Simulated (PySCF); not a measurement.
C4H5ClSi (SMILES ClC1=C[SiH2]C=C1)

```xyz
11

Cl    2.9771    0.0426    0.3219
C     1.2604   -0.0403    0.1377
C     0.5581   -1.1764    0.1125
Si   -1.2631   -0.7423   -0.1069
C    -0.7966    1.0878   -0.1399
C     0.5264    1.2123    0.0000
H     1.0161   -2.1443    0.2072
H    -2.0825   -1.1064    1.0479
H    -1.8160   -1.2198   -1.3736
H    -1.4420    1.9428   -0.2492
H     1.0675    2.1466    0.0165
```

Geometry: GFN2-xTB.

Theory: PySCF 2.14.0, PBE0/def2-SVPD, SCF density, gas phase.

Q: What can the converged electron density and electron localisation function tell about the bonding?

A: C–C (1.34 Å): ρ at the midpoint is about 2.3 e/Å³; the ELF peaks at about 0.90 between the atoms (a multiple bond).
C–Cl (1.73 Å): ρ at the midpoint is about 1.5 e/Å³; the ELF peaks at about 0.90 between the atoms; a covalent bond.
C–Si (1.89 Å): ρ at the midpoint is about 0.93 e/Å³; the ELF peaks at about 0.95 between the atoms, as expected for localised, covalent bonding.
C–H (1.08 Å): the density is about 2 e/Å³ at the midpoint; the ELF climbs to about 1 towards the hydrogen, as it does in any bond to H (a covalent bond by its length).

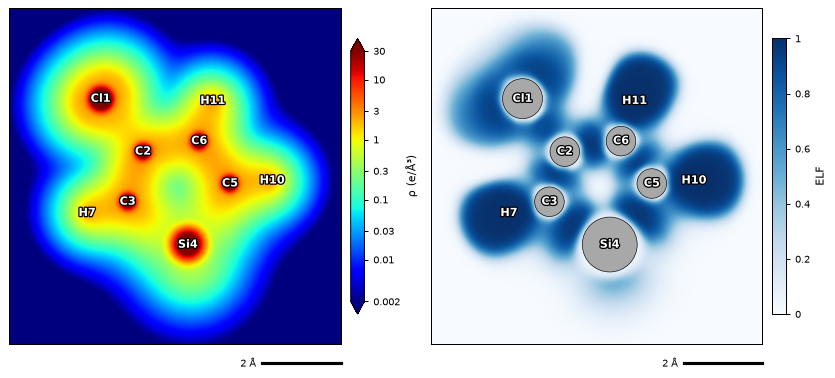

Computed electron density and electron localisation function on the plane of atoms C2, C3 and H7, in this order. Grey discs cover the atomic cores in the ELF map. 
